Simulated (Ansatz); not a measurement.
Input file:

```
crystal:
  periodic: [false, false, false]
  atoms:
    - { symbol: B, position_ang: [-0.99378, -1.10627, 0.12223] }
    - { symbol: C, position_ang: [-0.19678, -0.01779, -0.00669] }
    - { symbol: Si, position_ang: [0.67236, 1.48299, -0.24296] }
    - { symbol: H, position_ang: [-1.60368, -2.07112, 0.24934] }
    - { symbol: H, position_ang: [0.84379, -0.17205, 0.27882] }
magnetization:
  spin_polarized: true
  initial_magnetization: 1
basis:
  gaussian: { orbitals: def2-SVP }
hamiltonian:
  xc: pbe0
relax:
  f_tol: 0.02
  max_steps: 50
output:
  orbitals: {}
```

Run with:

```sh
ansatz run input.yaml --threads 1 --pin off --max-ram 2048MiB --backend cpu --events-out ev --progress --plain --runs-dir out
```

The fields are those of the relaxed geometry.

The calculation used UKS PBE0/def2-SVP in Ansatz.

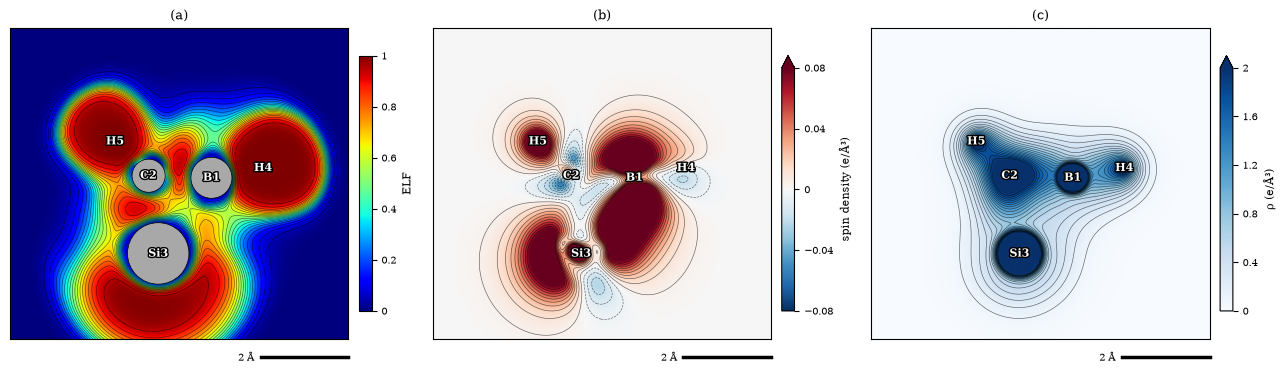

CH$_{2}$BSi (doublet). (a) electron localisation function; (b) spin density (α minus β); (c) total electron density on the molecular plane. Grey discs cover the atomic cores in the ELF map.

What does the map show?

Answer.
- The plane passes through B, C, Si and H nuclei.
- C–B (1.43 Å): ρ is about 1.6 e/Å³ halfway; the ELF peaks at about 0.90 between the atoms, as expected for a covalent bond.
- C–Si (1.78 Å): ρ at the midpoint is about 0.97 e/Å³; the ELF peaks at about 0.85 between the atoms: a covalent bond.
- Si–B (2.11 Å): ρ at the midpoint is about 0.56 e/Å³; the ELF peaks at about 0.60 in the valence shell of B, 0.9 Å from its nucleus, and is about 0.55 at the midpoint.
- C–H (1.09 Å): ρ at the midpoint is about 1.9 e/Å³; the ELF climbs to about 1 towards the hydrogen, as it does in any bond to H; an ordinary covalent bond to hydrogen.
- B–H (1.19 Å): ρ is about 1.2 e/Å³ halfway; the ELF climbs to about 1 towards the hydrogen; a covalent bond by its length.
- The ELF also peaks beside Si3, away from the bonds: non-bonding electrons, paired or unpaired.
- The unpaired spin (1 electron) lies mostly on Si3 (about 0.5) and B1 (about 0.4), in electrons by Hirshfeld's partition.
